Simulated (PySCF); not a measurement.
H8NOPSi2

```yaml
atoms:
  - { symbol: N, position_ang: [0.3718, 1.5723, -1.0929] }
  - { symbol: Si, position_ang: [0.2902, 0.3394, 0.1267] }
  - { symbol: O, position_ang: [0.4189, 1.0875, 1.5728] }
  - { symbol: Si, position_ang: [-1.7016, -0.8219, 0.4212] }
  - { symbol: P, position_ang: [2.1886, -0.8105, -0.3096] }
  - { symbol: H, position_ang: [-0.3192, 2.3059, -1.0881] }
  - { symbol: H, position_ang: [0.5815, 1.3082, -2.0417] }
  - { symbol: H, position_ang: [1.1564, 1.6622, 1.7672] }
  - { symbol: H, position_ang: [-2.8607, 0.0777, 0.4446] }
  - { symbol: H, position_ang: [-1.7418, -1.6143, 1.6529] }
  - { symbol: H, position_ang: [-1.9402, -1.7635, -0.6836] }
  - { symbol: H, position_ang: [1.9033, -1.8278, 0.5824] }
  - { symbol: H, position_ang: [1.6484, -1.5148, -1.3695] }
```

Geometry: GFN2-xTB.

Computed with PySCF 2.14.0, PBE0/def2-SVPD, SCF density, gas phase.

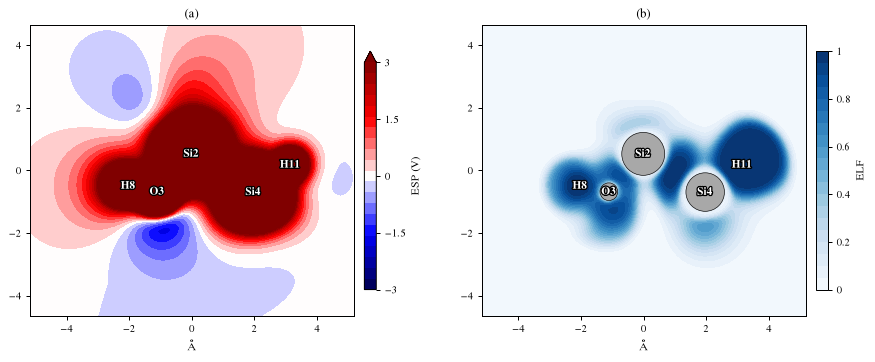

Figure 1. (a) electrostatic potential; (b) ELF on the plane of atoms Si2, O3 and H8. Grey discs cover the atomic cores in the ELF map.

**Read the bonding off the picture.**

The section cuts through Si, O and H sites.
Si–O (1.63 Å): the ELF peaks at about 0.90 between the atoms: a polar covalent bond.
Si–Si (2.32 Å): the ELF peaks at about 1 between the atoms (localised, covalent bonding).
O–H (0.96 Å): the ELF climbs to about 1 towards the hydrogen, as it does in any bond to H; a covalent bond by its length.
The ELF also peaks beside O3, away from the bonds: lone-pair regions.
Outside the dense part of the molecule the potential is most negative (−1.6 V) near O3.

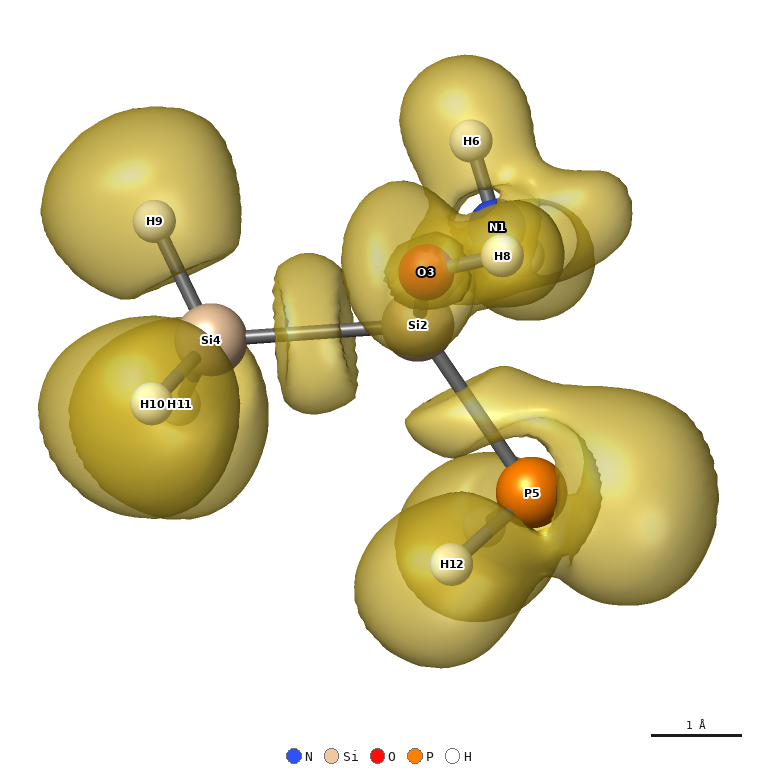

Figure 2. Isosurface of the electron localisation function at 0.75 (yellow), seen across its widest extent. Core shells and regions of very low density are left out.

**Identify the bonds, lone pairs and shells in this picture.**

The surface consists of one region between bonded Si–Si atoms (shared pairs), three regions around hydrogen nuclei, one joined region spread over several atoms (H, N), in which their bonds and any lone pairs are merged, one joined region spread over several atoms (H, O), in which their bonds and any lone pairs are merged and one joined region spread over several atoms (H, P), in which their bonds and any lone pairs are merged.


 Si–N (1.74 Å): the ELF peaks at about 0.90 between the atoms; a polar covalent bond.

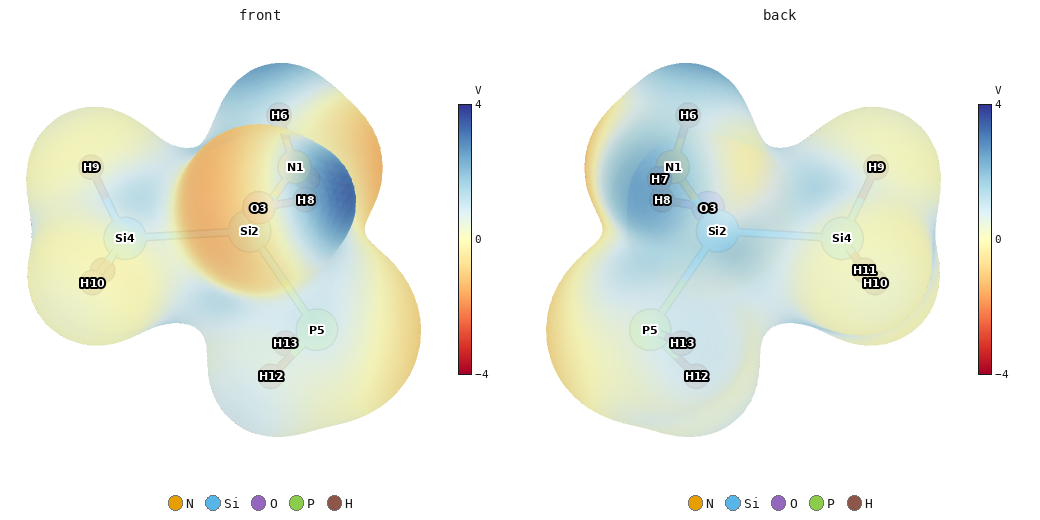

Figure 3. The molecular electrostatic potential painted on the density surface at 0.004 e/bohr³, seen from the front and from behind; the colour scale runs from red (negative) to blue (positive).

**Where is the surface potential most negative and most positive?**

The most negative region (about −1.4 V) lies over O3, the most positive (about +3.3 V) over H8. O3 is the likeliest acceptor of a hydrogen bond.

**How polar is the molecule by this calculation?**

Its dipole moment is 1.43 D.
